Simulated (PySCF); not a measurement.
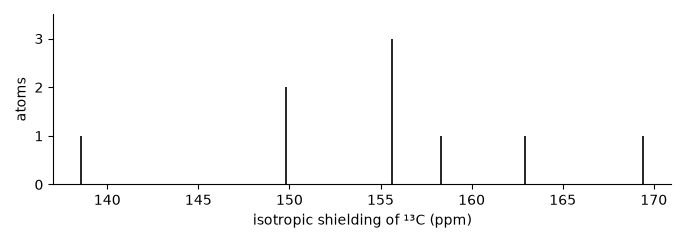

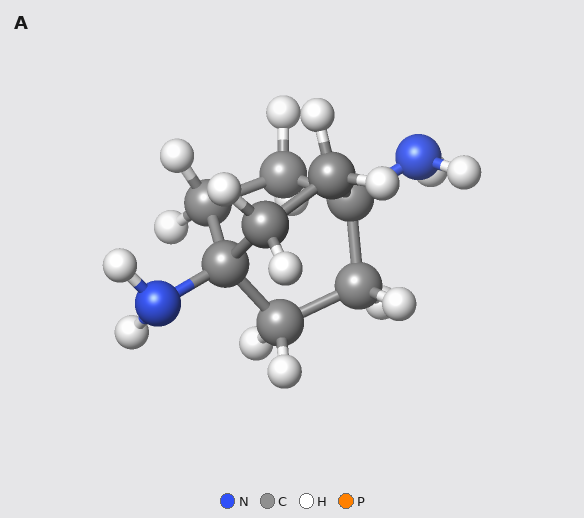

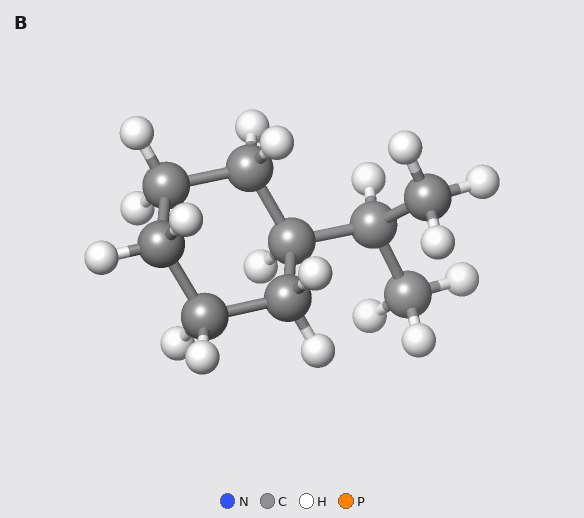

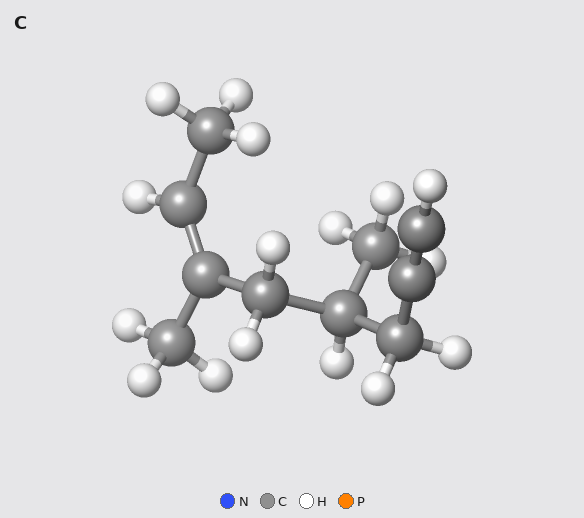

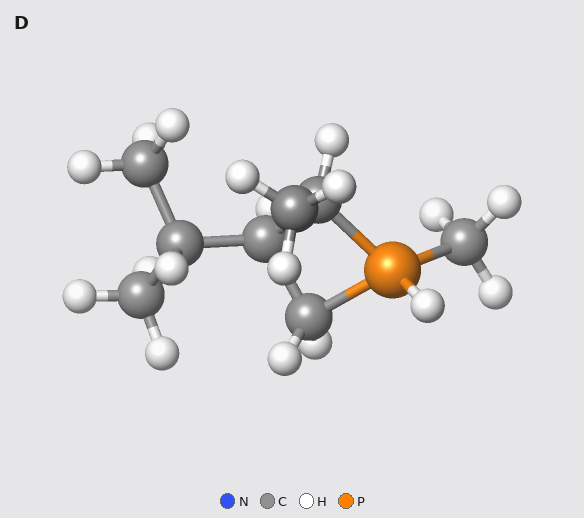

The sticks are computed shieldings of one of the molecules, for one fixed geometry (GFN2-xTB) without averaging over rotations. Low shielding means a high chemical shift. Method: GIAO PBE0/pcSseg-1 NMR shielding, non-relativistic, gas phase (PySCF 2.14.0).

Which molecule gives this pattern?

B, `CC(C)C1CCCCC1`. Its 9 C atoms give lines at 138.6, 149.8 (2 atoms), 155.6 (3 atoms), 158.3, 162.9, 169.4 ppm.

The geometry is semi-empirical. Around P such bond lengths and angles can be off by a tenth of an ångström or more and by several degrees, and values that hang on the shape move with them.
